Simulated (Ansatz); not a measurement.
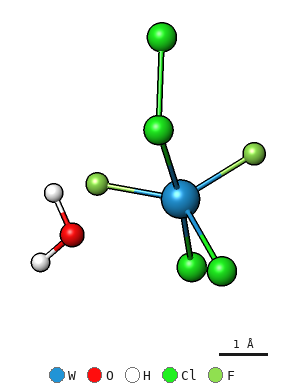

This is the input geometry for a relaxation of WH2OCl4F2. The picture is a ball-and-stick view, seen at a tilt.

The run prepares an end point of a later path (reaction) calculation, from a guessed geometry.

All numbers below come from RHF/def2-SVP in Ansatz.

Input file:
```yaml
crystal:
  periodic: [false, false, false]
  atoms:
    - { symbol: W, position_ang: [0.227214, -0.314867, -0.368576] }
    - { symbol: O, position_ang: [0.438684, 0.239774, 2.716036] }
    - { symbol: H, position_ang: [-0.032543, -0.389388, 3.262785] }
    - { symbol: Cl, position_ang: [2.376566, -0.920011, 0.321654] }
    - { symbol: Cl, position_ang: [-0.297685, 3.319813, -0.673952] }
    - { symbol: F, position_ang: [-1.310909, -0.126703, 0.636434] }
    - { symbol: Cl, position_ang: [-0.390014, -2.49556, -0.950038] }
    - { symbol: F, position_ang: [0.700378, 0.249346, -2.058397] }
    - { symbol: Cl, position_ang: [0.743056, 1.93685, 0.417855] }
    - { symbol: H, position_ang: [-0.137247, 1.018546, 2.667698] }
basis:
  gaussian: { orbitals: def2-SVP }
hamiltonian:
  xc: hf
relax:
  f_tol: 0.03
  max_steps: 50
```

Launched with:
```bash
ansatz run input.yaml --threads 4 --pin off --max-ram 5120MiB --backend cpu --events-out ev --progress --plain --runs-dir out
```

Q: Predict the outcome.

A: H3 moves most after the best rigid fit: 1.23 Å. By element the largest moves are H 1.23 Å, Cl 0.67 Å, O 0.58 Å, F 0.47 Å, W 0.32 Å. Among the contacts that change: W1–Cl9 2.440 → 3.051 Å, W1–O2 3.141 → 3.634 Å, W1–Cl7 2.340 → 2.315 Å, O2–H10 0.970 → 0.946 Å. Bond angles that change, for instance: Cl4–W1–F6 129.2° → 105.9°, F6–W1–F8 133.0° → 144.7°, F8–W1–Cl9 87.6° → 78.8°. Over 19 accepted moves (21 points after the start) the energy falls by 13.8 kcal/mol. The largest force component goes from 1.5 to 0.0058 eV/Å. The line search rejected the trial steps at points 9, 13 of the run.

The structure at the end:

```xyz
10

W     0.0503   -0.5394   -0.5102
O     0.3057    0.7838    2.8652
H     1.0249    0.1799    2.9858
Cl    1.9154   -1.2060    0.7127
Cl    0.1879    3.4457   -1.0449
F    -1.3653   -0.5940    0.6621
Cl   -0.4055   -2.5393   -1.5829
F     0.7752    0.3514   -1.9389
Cl    0.2904    2.2871    0.6143
H    -0.4615    0.3486    3.2082
```

After the run, drawn alike:

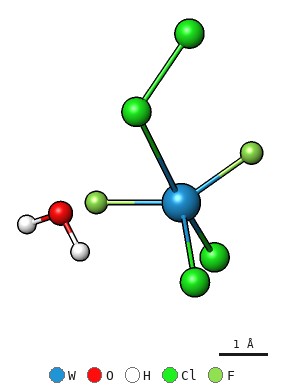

Limits of the set-up: the start holds two separate molecules, 2.6 Å apart at their closest, whose relative position is a soft coordinate and is computed without a dispersion correction; Hartree-Fock leaves out electron correlation.
